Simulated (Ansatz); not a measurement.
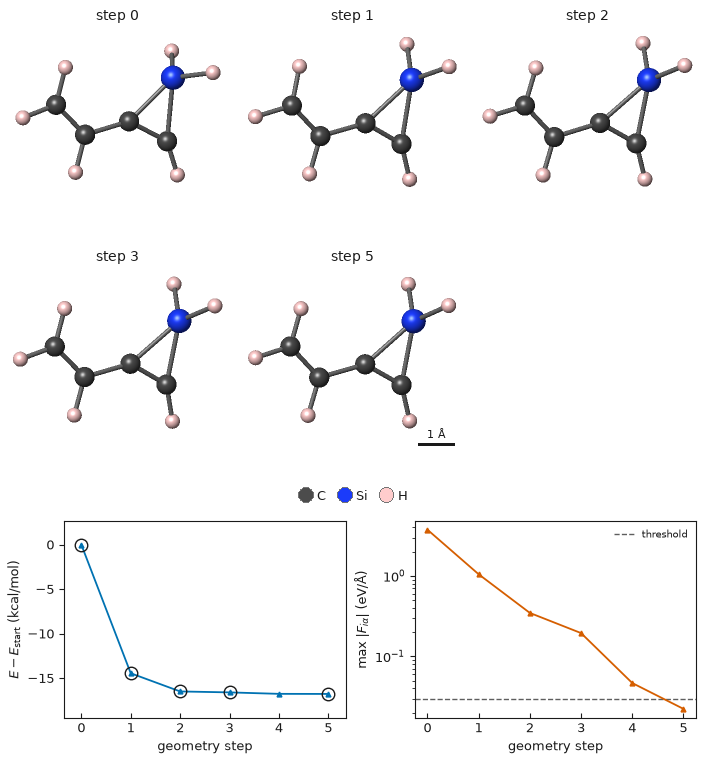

Frames of a relaxation of C$_{4}$H$_{6}$Si (coarse preliminary run), marked on the history of the run. Style: ball-and-stick. Shown at a tilt.

The start comes from a force field.

Level of theory: RKS PBE-D4/def2-SVP (Ansatz 0.2.0).

Input
```yaml
crystal:
  periodic: [false, false, false]
  atoms:
    - {symbol: C, position_ang: [-1.879100, -0.697800, 0.499900]}
    - {symbol: C, position_ang: [-0.767900, -0.192500, 0.957700]}
    - {symbol: C, position_ang: [0.306100, 0.136000, 0.151300]}
    - {symbol: C, position_ang: [1.633800, 0.595400, 0.268900]}
    - {symbol: Si, position_ang: [1.065700, 0.242200, -1.429500]}
    - {symbol: H, position_ang: [-2.108600, -0.800500, -0.570000]}
    - {symbol: H, position_ang: [-2.713400, -0.880400, 1.174700]}
    - {symbol: H, position_ang: [-0.613100, -0.032200, 2.025700]}
    - {symbol: H, position_ang: [2.287600, 0.928700, 1.025200]}
    - {symbol: H, position_ang: [1.865700, -0.876500, -1.929100]}
    - {symbol: H, position_ang: [0.988500, 1.520700, -2.154200]}
basis:
  gaussian: {orbitals: def2-SVP}
hamiltonian: {xc: pbe, dispersion: d4}
relax: {f_tol: 0.03, max_steps: 200}
```

Command:
```bash
ansatz run in.yaml --threads 4 --pin off --events-out ev --progress --plain --max-ram 10444MiB
```

What happens along the run?

H10 moves most after the best rigid fit: 0.23 Å. By element the largest moves are H 0.23 Å, Si 0.20 Å, C 0.08 Å. Near-neighbour distances that change, for instance: C3–Si5 1.757 → 1.847 Å, C2–C3 1.383 → 1.449 Å, C3–C4 1.410 → 1.354 Å, C4–H9 1.054 → 1.102 Å. Among the angles between lasting bonds that change: C4–Si5–H10 107.2° → 121.4°, C4–Si5–H11 107.8° → 121.4°, H10–Si5–H11 121.7° → 111.9°. Over 5 geometry steps the energy falls by 16.8 kcal/mol. The largest force component goes from 3.7 to 0.022 eV/Å. Cost: 6.5 s on 4 threads of Arm Neoverse V2 (shared host). From step 0 to 1: H10 moves most (0.20 Å), energy −14.4 kcal/mol. From step 1 to 2: C and Si atoms move most (0.07 Å), energy −2.04 kcal/mol. From step 2 to 3: H9 moves most (0.08 Å), energy −0.11 kcal/mol. From step 3 to 5: H9 moves most (0.06 Å), energy −0.17 kcal/mol.
